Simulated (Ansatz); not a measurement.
**F$_{4}$H$_{2}$OW···H$_{2}$O: density, localisation and related maps**

```
atom    x (Å)    y (Å)    z (Å)
   W  -0.0070  -0.1040  -0.3195
   H   0.5968  -0.5869   1.2191
   F   1.8672   0.0726  -0.4484
   O  -0.2923   1.6375  -1.0166
   H  -0.6033   2.3218  -0.3856
   F  -1.3606   0.4843   0.8837
   F  -0.9831  -1.7086  -0.1225
   F   0.1575  -0.8253  -2.0558
   O   1.2066   1.8067   1.8435
   H   2.1339   1.7364   1.5374
   H   1.0565   0.9089   2.2432
```

Core potentials replace the inner electrons of W; not at a stationary point (largest force 0.7 eV/Å).

Method: RKS revPBE/def2-SVP in Ansatz 0.2.0.

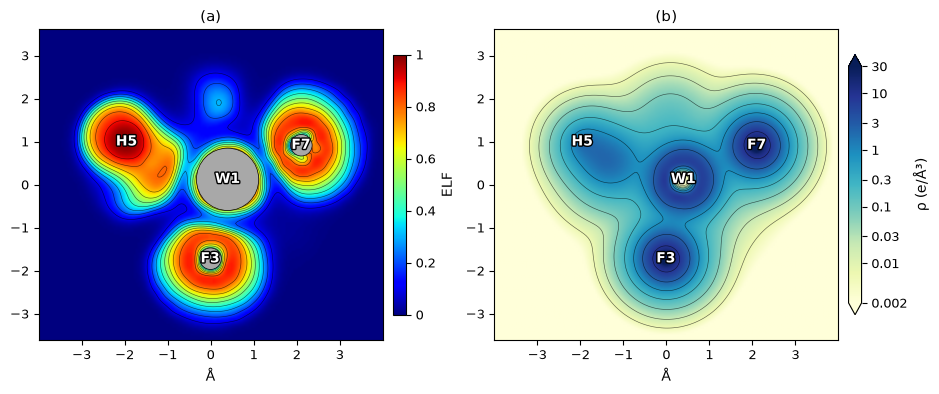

Figure 1. (a) ELF; (b) electron density on the plane of atoms F3, W1 and F7. Grey discs cover the atomic cores in the ELF map.

Question: What does the map show?

Answer: The plane passes through W, F and H nuclei.
W–F (1.89 Å): ρ is about 1.1 e/Å³ halfway; the ELF peaks at about 0.80 in the valence shell of F, 0.5 Å from its nucleus, and drops to about 0.25 between the two atoms.

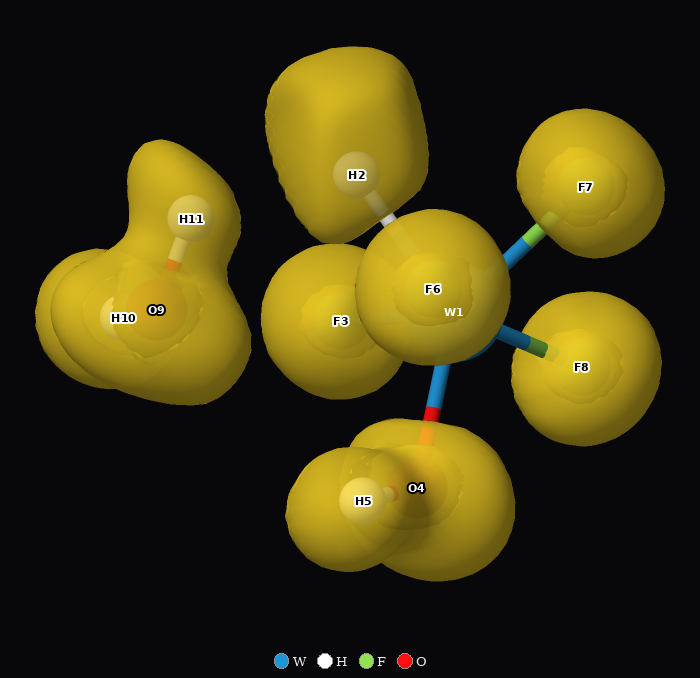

Figure 2. Isosurface of the ELF at 0.75 (yellow), seen at a tilt. Only the valence region is drawn (cores and ρ < 0.01 e/Å³ removed).

Question: Identify the bonds, lone pairs and shells in this picture.

Answer: The surface consists of one region around a hydrogen nucleus, four regions wrapped around F (the valence shell of each) and two joined regions spread over several atoms (H, O), in which their bonds and any lone pairs are merged. Along the contacts the grid gives the following. W1···O9 (3.13 Å): the ELF dips to about 0.05 between them.

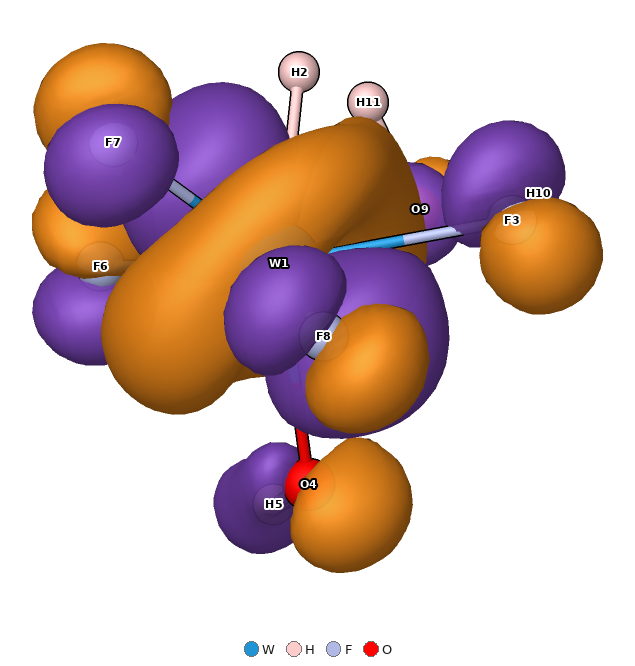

Figure 3. The LUMO at ±0.1 Å⁻³ᐟ² (orange and purple are the two phases), seen at an oblique angle.

Question: Describe this orbital and give its energy.

Answer: It lies mainly on W1 (about 65 %), F8 (about 5 %), F7 (about 5 %) and F3 (about 5 %). Its energy is −4.61 eV.

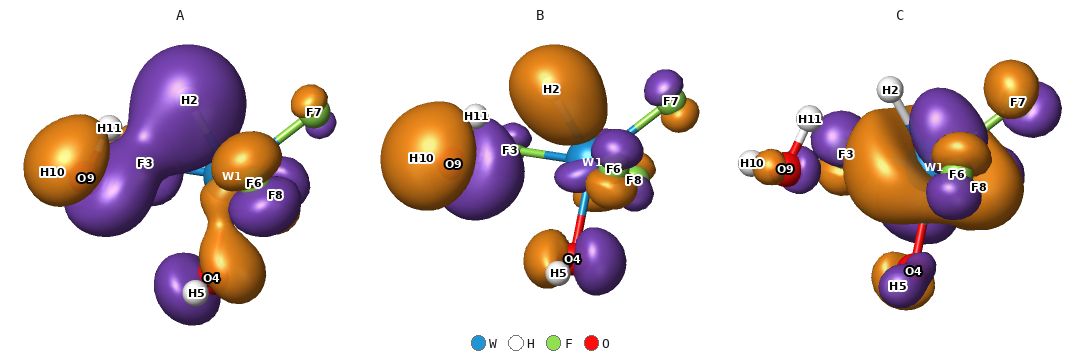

Figure 4. Three frontier orbitals at ±0.1 Å⁻³ᐟ² (orange and purple are the two phases), in no order.

Question: Which picture is the HOMO−1, the HOMO and the LUMO?

Answer: A is the HOMO−1 (−8.17 eV). Its weight (Hirshfeld) is mainly on O9 (about 25 %), H2 (about 15 %), W1 (about 15 %), F6 (about 15 %), O4 (about 10 %) and F3 (about 10 %). B is the HOMO (−7.52 eV). By Hirshfeld shares it lies mainly on O9 (about 60 %), H2 (about 10 %), W1 (about 10 %) and O4 (about 5 %). C is the LUMO (−4.61 eV). Its weight (Hirshfeld) is mainly on W1 (about 65 %), F8 (about 5 %), F7 (about 5 %) and F3 (about 5 %).

Question: What is the HOMO–LUMO gap?

Answer: 2.91 eV between the orbital energies.
